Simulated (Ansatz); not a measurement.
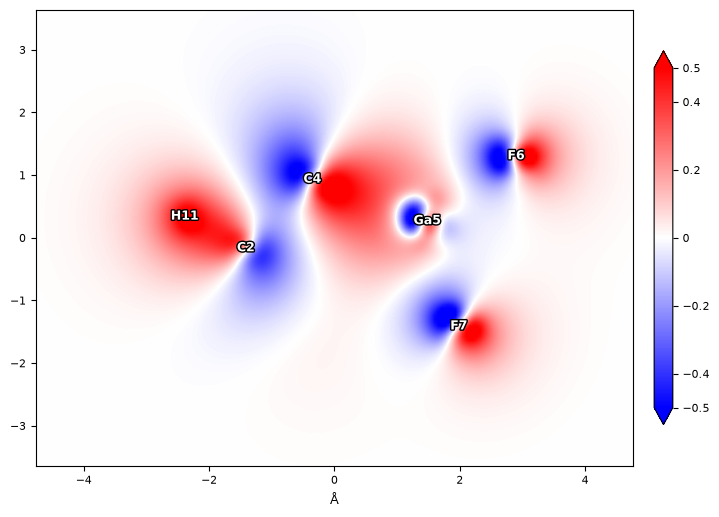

*C$_{4}$H$_{9}$F$_{2}$Ga (SMILES CC(C)[CH2][Ga]([F])[F]). The HOMO on the plane of atoms C4, Ga5 and F7 (values in Å⁻³ᐟ²; the overall sign is arbitrary).*

Geometry: PBE0-D4/def2-TZVP.

Theory: RKS PBE0-D4/def2-TZVPP (Ansatz).

```yaml
atoms:
  - { symbol: C, position_ang: [-0.3569, -1.3514, -0.8240] }
  - { symbol: C, position_ang: [0.3289, -0.6976, 0.3661] }
  - { symbol: C, position_ang: [1.6254, -0.0207, -0.0519] }
  - { symbol: C, position_ang: [-0.6033, 0.2749, 1.0822] }
  - { symbol: Ga, position_ang: [-1.1960, 1.7752, -0.0172] }
  - { symbol: F, position_ang: [-2.2909, 3.0210, 0.5401] }
  - { symbol: F, position_ang: [-0.7337, 2.0919, -1.6782] }
  - { symbol: H, position_ang: [0.2868, -2.1043, -1.2844] }
  - { symbol: H, position_ang: [-1.2879, -1.8429, -0.5293] }
  - { symbol: H, position_ang: [-0.5901, -0.6081, -1.5948] }
  - { symbol: H, position_ang: [0.5780, -1.4873, 1.0875] }
  - { symbol: H, position_ang: [2.1266, 0.4452, 0.8007] }
  - { symbol: H, position_ang: [1.4352, 0.7539, -0.8033] }
  - { symbol: H, position_ang: [2.3189, -0.7391, -0.4949] }
  - { symbol: H, position_ang: [-1.5124, -0.2225, 1.4350] }
  - { symbol: H, position_ang: [-0.1285, 0.7119, 1.9665] }
```

> Describe this orbital and give its energy.

It lies mainly on C4 (about 25 %), Ga5 (about 20 %), C2 (about 15 %), H11 (about 10 %), F7 (about 10 %) and F6 (about 5 %). Its energy is −8.74 eV.
